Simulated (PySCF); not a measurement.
**C4H7B (SMILES C#CB(C)C): levels of theory compared**

Aim: a comparison of 4 runs (HF/STO-3G, B3LYP/3-21G, B3LYP/6-31G*, PBE/6-311G**) of C4H7B. 

The results are computed with PySCF 2.14.0.

**1. Starting point**

The species is C4H7B (12 atoms), meant as a singlet with charge 0. SMILES: `C#CB(C)C`. Geometry: relaxed at PBE0-D4/def2-TZVP.

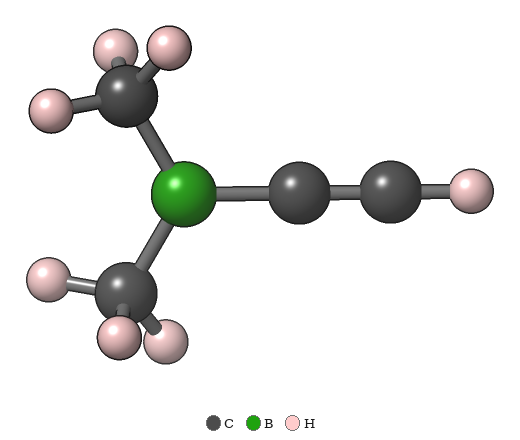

Viewed from a chosen angle; carbon dark grey, boron green, hydrogen pink.

**2. Energy and gradient at HF/STO-3G (run 1)**

Contents of calc.py:

```python
import pyscf.grad
from pyscf import gto

mol = gto.M(
    atom='''
C       -0.661600       2.532300       0.484500
C       -0.357900       1.383300       0.266900
B        0.024200      -0.067500      -0.009200
C       -0.665800      -1.205600       0.811900
C        1.094600      -0.379000      -1.106000
H       -0.929800       3.545600       0.676300
H       -0.078400      -2.125800       0.854900
H       -1.592200      -1.454800       0.272500
H       -0.970700      -0.909700       1.817200
H        2.071000      -0.357100      -0.598500
H        1.148800       0.363300      -1.904000
H        0.995000      -1.380100      -1.532400
''',
    basis='sto-3g',
    verbose=3,
    max_memory=1860,
)

mf = mol.RHF()
mf.conv_tol = 1e-10
mf.kernel()
if not mf.converged:
    mf = mf.newton().run(mf.mo_coeff, mf.mo_occ)

etot = mf.e_tot
print('E(%s) = %.9f' % ('HF', etot))
grad = mf.Gradients().kernel()
mf.analyze()
```

Launch:

```
$ OMP_NUM_THREADS=1 python calc.py
```

Standard output:

```text
converged SCF energy = -178.011499108515
E(HF) = -178.011499109
--------------- RHF gradients ---------------
         x                y                z
0 C    -0.0207117020     0.0784089897     0.0148513997
1 C     0.0208419935    -0.0787689546    -0.0149112035
2 B     0.0025221817    -0.0102243417    -0.0019243574
3 C     0.0144149904     0.0152418600    -0.0019812772
4 C    -0.0195672395     0.0055075857     0.0056845389
5 H     0.0003116141    -0.0012741504    -0.0002531698
6 H     0.0031806626    -0.0074408017    -0.0018769290
7 H    -0.0076792626    -0.0013914688    -0.0048868076
8 H    -0.0048075749     0.0019806677     0.0057567811
9 H     0.0079003168     0.0003759640     0.0048110744
10 H     0.0028232866     0.0058101187    -0.0041343657
11 H     0.0007707332    -0.0082254687    -0.0011356839
----------------------------------------------
**** MO energy ****
MO #1   energy= -11.0024251916998  occ= 2
MO #2   energy= -11.00239973997    occ= 2
MO #3   energy= -10.9879336568465  occ= 2
MO #4   energy= -10.9591785424851  occ= 2
MO #5   energy= -7.42335091735515  occ= 2
MO #6   energy= -0.952612008927234 occ= 2
MO #7   energy= -0.917388662755376 occ= 2
MO #8   energy= -0.883477278182046 occ= 2
MO #9   energy= -0.693322678419925 occ= 2
MO #10  energy= -0.60617353138559  occ= 2
MO #11  energy= -0.547115306761698 occ= 2
MO #12  energy= -0.523998979680157 occ= 2
MO #13  energy= -0.511974795632345 occ= 2
MO #14  energy= -0.497024966076512 occ= 2
MO #15  energy= -0.435922935524025 occ= 2
MO #16  energy= -0.427369517226927 occ= 2
MO #17  energy= -0.338404823506782 occ= 2
MO #18  energy= -0.320808041378417 occ= 2
MO #19  energy= 0.22007925216269   occ= 0
MO #20  energy= 0.390197289671639  occ= 0
MO #21  energy= 0.47764530722663   occ= 0
MO #22  energy= 0.579101666198503  occ= 0
MO #23  energy= 0.653381498872444  occ= 0
MO #24  energy= 0.692762258577082  occ= 0
MO #25  energy= 0.70740731056458   occ= 0
MO #26  energy= 0.734450841834379  occ= 0
MO #27  energy= 0.743695810445127  occ= 0
MO #28  energy= 0.749684250373223  occ= 0
MO #29  energy= 0.768191986608473  occ= 0
MO #30  energy= 0.889616151816012  occ= 0
MO #31  energy= 0.896527231403511  occ= 0
MO #32  energy= 1.46500090325339   occ= 0
 ** Mulliken atomic charges  **
charge of    0C =     -0.07465
charge of    1C =     -0.10890
charge of    2B =      0.23553
charge of    3C =     -0.18181
charge of    4C =     -0.18175
charge of    5H =      0.07577
charge of    6H =      0.03442
charge of    7H =      0.04554
charge of    8H =      0.03793
charge of    9H =      0.04552
charge of   10H =      0.03763
charge of   11H =      0.03476
Dipole moment(X, Y, Z, Debye): -0.01507,  0.04486,  0.01043
```

It took 4.5 s on 1 thread of Intel Xeon at 2.50GHz (Skylake/Cascade Lake), shared host; peak memory 0.12 GiB.

**3. Energy and gradient at B3LYP/3-21G (run 2)**

Contents of job.py:

```python
# C#CB(C)C
from pyscf import gto, dft

mol = gto.M(
    atom='''
C     -1.250243     4.785353     0.915572
C     -0.676333     2.614058     0.504368
B      0.045731    -0.127557    -0.017385
C     -1.258180    -2.278254     1.534269
C      2.068494    -0.716206    -2.090037
H     -1.757067     6.700213     1.278022
H     -0.148155    -4.017180     1.615527
H     -3.008822    -2.749174     0.514950
H     -1.834357    -1.719084     3.434010
H      3.913623    -0.674821    -1.131001
H      2.170917     0.686538    -3.598039
H      1.880277    -2.608011    -2.895816
''',
    spin=0,
    basis='3-21g',
    unit='bohr',
    verbose=4,
    max_memory=1860,
)

ks = dft.RKS(mol)
ks.xc = 'b3lyp'
ks.grids.level = 5
ks.conv_tol = 1e-10
ks.kernel()
if not ks.converged:
    ks = ks.newton().run(ks.mo_coeff, ks.mo_occ)

etot = ks.e_tot
print('E(%s) = %.9f' % ('B3LYP', etot))
grad = ks.nuc_grad_method().kernel()
ks.analyze()
```

Launch:

```
$ OMP_NUM_THREADS=1 python job.py
```

Standard output:

```text
PySCF version 2.14.0

[... 95 lines left out ...]
Total Energy =                        -180.464052444602999
[... 9 lines left out ...]
MO #3   energy= -10.089193734103   occ= 2
[... 7 lines left out ...]
MO #11  energy= -0.421166022845597 occ= 2
[... 7 lines left out ...]
MO #19  energy= -0.0444645085185837 occ= 0
[... 7 lines left out ...]
MO #27  energy= 0.203635206687128  occ= 0
[... 7 lines left out ...]
MO #35  energy= 0.607185882115386  occ= 0
[... 7 lines left out ...]
MO #43  energy= 0.918012596284112  occ= 0
[... 7 lines left out ...]
MO #51  energy= 1.0870554338725    occ= 0
[... 7 lines left out ...]
MO #59  energy= 2.08439234285441   occ= 0
[... 74 lines left out ...]
Dipole moment(X, Y, Z, Debye): -0.02296,  0.06716,  0.01571
```

Run time: 38 s. Hardware: 1 thread of Intel Xeon at 2.50GHz (Skylake/Cascade Lake), shared host; peak memory 0.6 GiB.

**4. Energy and forces at B3LYP/6-31G(d) (Cartesian functions) (run 3)**

Contents of run.py:

```python
import pyscf.grad
from pyscf import gto, dft

mol = gto.M(
    atom='''
C     -0.661600     2.532300     0.484500
C     -0.357900     1.383300     0.266900
B      0.024200    -0.067500    -0.009200
C     -0.665800    -1.205600     0.811900
C      1.094600    -0.379000    -1.106000
H     -0.929800     3.545600     0.676300
H     -0.078400    -2.125800     0.854900
H     -1.592200    -1.454800     0.272500
H     -0.970700    -0.909700     1.817200
H      2.071000    -0.357100    -0.598500
H      1.148800     0.363300    -1.904000
H      0.995000    -1.380100    -1.532400
''',
    max_memory=1860,
    verbose=3,
    cart=True,
    basis='6-31g*',
)

ks = dft.RKS(mol, xc='b3lyp')
ks.grids.level = 5
ks.conv_tol = 1e-10
ks.kernel()
if not ks.converged:
    ks = ks.newton().run(ks.mo_coeff, ks.mo_occ)

energy = ks.e_tot
print('E = %.10f Eh' % energy)
grad = ks.Gradients().kernel()
dip = ks.dip_moment()
pop, q = ks.mulliken_pop()
```

Launch:

```
$ OMP_NUM_THREADS=1 python run.py
```

Standard output:

```text
converged SCF energy = -181.445612694821
[... 9 lines left out ...]
Dipole moment(X, Y, Z, Debye): -0.02963,  0.09596,  0.02073
[... 102 lines left out ...]
charge of   11H =      0.14933
```

Run time: 70 s. Hardware: 1 thread of Intel Xeon at 2.50GHz (Skylake/Cascade Lake), shared host; peak memory 0.91 GiB.

**5. Energy and forces at PBE/6-311G(d,p) (run 4)**

Contents of job.py:

```python
# C#CB(C)C
from pyscf import gto, dft

mol = gto.M(
    atom='''
C   -0.661600   2.532300   0.484500
C   -0.357900   1.383300   0.266900
B    0.024200  -0.067500  -0.009200
C   -0.665800  -1.205600   0.811900
C    1.094600  -0.379000  -1.106000
H   -0.929800   3.545600   0.676300
H   -0.078400  -2.125800   0.854900
H   -1.592200  -1.454800   0.272500
H   -0.970700  -0.909700   1.817200
H    2.071000  -0.357100  -0.598500
H    1.148800   0.363300  -1.904000
H    0.995000  -1.380100  -1.532400
''',
    spin=0,
    max_memory=1860,
    basis='6-311g**',
    verbose=4,
)

myscf = dft.RKS(mol)
myscf.xc = 'pbe'
myscf.conv_tol = 1e-10
myscf.grids.level = 5
myscf.kernel()
if not myscf.converged:
    myscf = myscf.newton().run(myscf.mo_coeff, myscf.mo_occ)

etot = myscf.e_tot
print('Final energy', etot)
grad = myscf.nuc_grad_method().kernel()
dip = myscf.dip_moment()
pop, q = myscf.mulliken_pop()
```

Launch:

```
$ OMP_NUM_THREADS=1 python job.py
```

Standard output:

```text
PySCF version 2.14.0

[... 83 lines left out ...]
converged SCF energy = -181.221261878493
Final energy -181.2212618784933
[... 12 lines left out ...]
Dipole moment(X, Y, Z, Debye): -0.02063,  0.06192,  0.01398
[... 145 lines left out ...]
charge of   11H =      0.12251
```

It took 2 min on 1 thread of Intel Xeon at 2.50GHz (Skylake/Cascade Lake), shared host; peak memory 1.5 GiB.

**6. The series**

```
run                               level  integration grid  Cartesian functions  energy (Eh)  dipole moment (D)  HOMO energy (eV)  LUMO energy (eV)  wall time
  1                           HF/STO-3G                 –                   no  -178.011499               0.05             -8.73              5.99      4.5 s
  2                         B3LYP/3-21G                 5                   no  -180.464052               0.07             -7.29             -1.21       38 s
  3  B3LYP/6-31G* (Cartesian functions)                 5                  yes  -181.445613               0.10             -7.15             -1.21       70 s
  4                        PBE/6-311G**                 5                   no  -181.221262               0.07             -6.47             -2.29      2 min
```

**7. Outcome**

```
                       quantity          value
            run 4: total energy  -181.22126 Eh
           run 4: dipole moment         0.07 D
             run 4: HOMO energy       -6.47 eV
             run 4: LUMO energy       -2.29 eV
           run 4: HOMO–LUMO gap        4.18 eV
run 4: largest force on an atom     1.264 eV/Å
```

In words: The dipole moment (its size) runs from 0.05 D (HF/STO-3G) to 0.10 D (B3LYP/6-31G*). The two ends differ in method and basis. The HOMO–LUMO gap runs from 4.18 eV (PBE/6-311G**) to 14.72 eV (HF/STO-3G). Totals of different functionals can't be ranked against each other. In run 1 the basis is minimal, so the values are rough. All runs together took 3.9 min, the longest 2 min.
